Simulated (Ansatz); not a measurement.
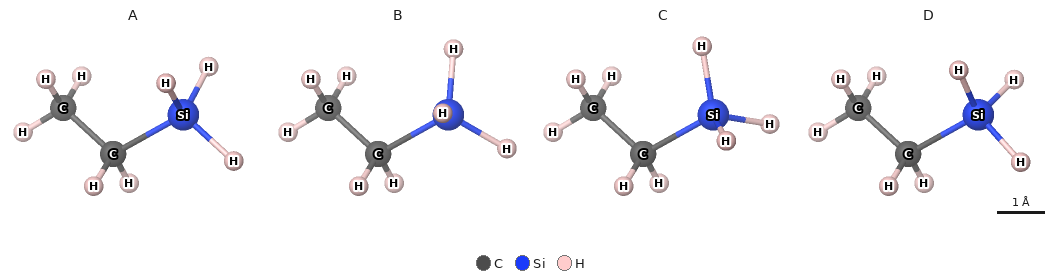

Frames of a one-coordinate scan of C₂H₈Si. A ball-and-stick model, seen at a tilt.

Single-point energies from Ansatz with CCSD(T) in the def2-TZVPP basis, on geometries moved rigidly from the minimum at PBE0-D4/def2-TZVP. Coupled cluster with a frozen core. Energies are counted from the PBE0-D4/def2-TZVP minimum geometry at the same level.

Which coordinate changes from frame to frame?

Answer. One C–C–Si–H dihedral angle is varied, with the rest of the molecule carried along rigidly. In the frames the dihedral is 66.8° (A), 96.8° (B), 126.8° (C), 171.8° (D). Their energies are 0.07 kcal/mol, 1.31 kcal/mol, 1.85 kcal/mol, 0.10 kcal/mol.
